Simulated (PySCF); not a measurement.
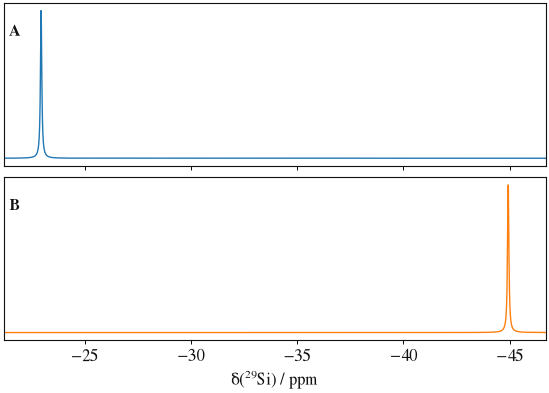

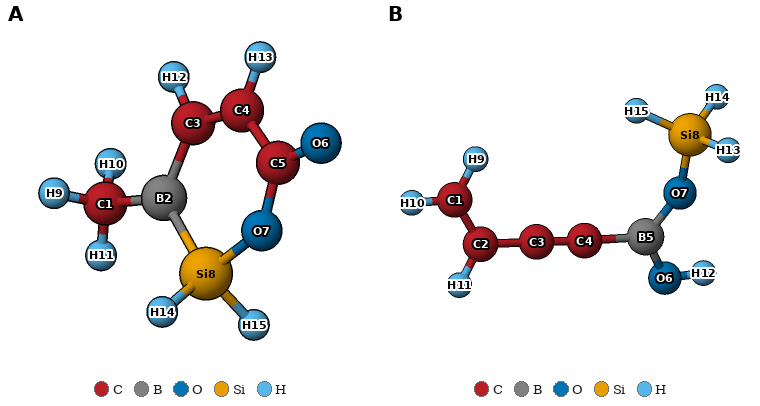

Related molecules: A is C₄H₇BO₂Si, SMILES CB1C=CC(=O)O[SiH2]1; B is C₄H₇BO₂Si, SMILES C=CC#CB(O)O[SiH3]. GIAO ²⁹Si shifts against TMS, PBE0/pcSseg-1, PySCF 2.14.0, at a GFN2-xTB geometry (no frequency check); fully decoupled, line heights follow the number of nuclei within a panel, widths are arbitrary (no quadrupolar broadening); values of one conformer, averaged over methyl-type rotors and exact or near symmetry; other conformers aren't averaged in.

Q: How does the ²⁹Si shift respond?

A: From A (−23.0 ppm) to B (−44.9 ppm) the nucleus is shielded by 22.0 ppm.

Caveats, for all or some of the runs: the tight-binding geometry is rougher than a DFT one and adds to the error.
